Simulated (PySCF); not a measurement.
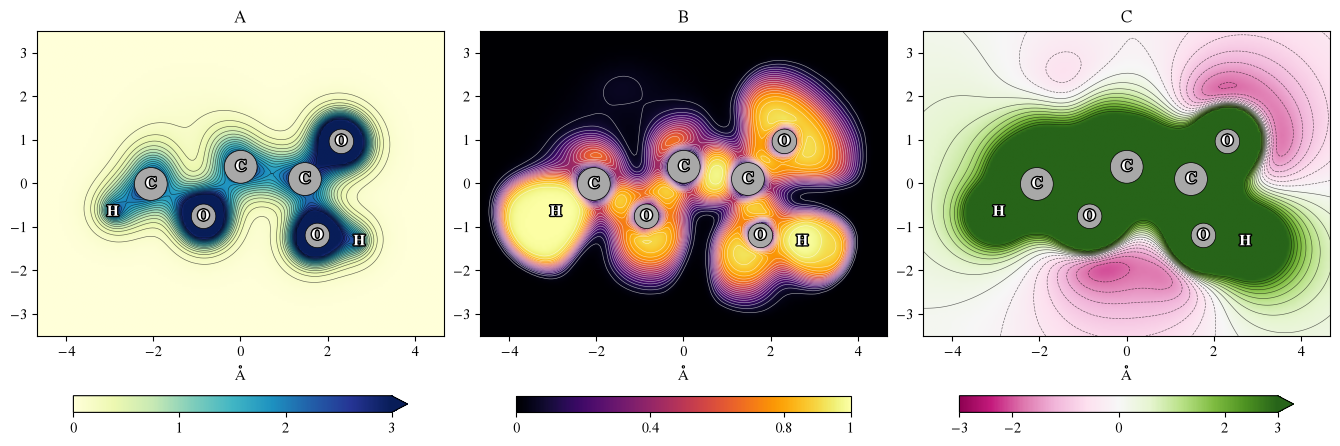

C7H6O3 (SMILES O=C(O)[C@]12C=C[C@H](C=C1)O2): 3 fields on the plane of atoms C4, O10 and C7, with unlabelled colour scales. Grey discs cover the atomic cores.

Geometry: GFN2-xTB.

Level of theory: PBE0/pcSseg-1, SCF density, gas phase, non-relativistic in PySCF.

Q: Match the panels to the quantities (electron density, electron localisation function and electrostatic potential).

A: Panel A: electron density. Panel B: electron localisation function. Panel C: electrostatic potential (strongly positive close to the atoms, with negative regions outside electron-rich atoms). From the grid: C–O (1.20 Å): the density is about 3.3 e/Å³ at the midpoint; the ELF peaks at about 0.85 between the atoms; a multiple bond. O–H (0.97 Å): the density is about 3.7 e/Å³ at the midpoint; the ELF climbs to about 1 towards the hydrogen, as it does in any bond to H: a covalent bond by its length.
